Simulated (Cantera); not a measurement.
Charge: 1 mol ZrN, 3.5 mol H2, at 6.70 mbar.

These are equilibrium values from Cantera (NASA tables, ideal gas, pure condensed phases), not measurements of a reactor. Candidate condensed phases: Zr, ZrN; 22 gas species. Ions and electrons are included (thermal ionisation). Mutual solubility and eutectic melting of coexisting phases are not modelled. ZrN: taken at fixed stoichiometry. Condensed phases not in the tables: N, O or C dissolved in the metal. Kinetics and transport are ignored.

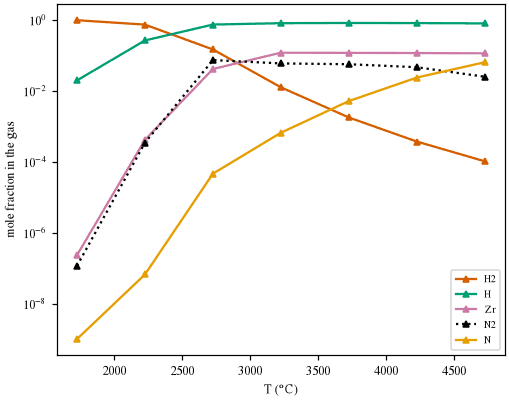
*Equilibrium gas composition (values under 1e-9 drawn at 1e-9)*

Question: Read off the mole fractions at 2227 °C.

Answer: H2 about 0.74, H about 0.26, Zr about 0.00042, N2 about 0.00034, N about 6.6e-8.
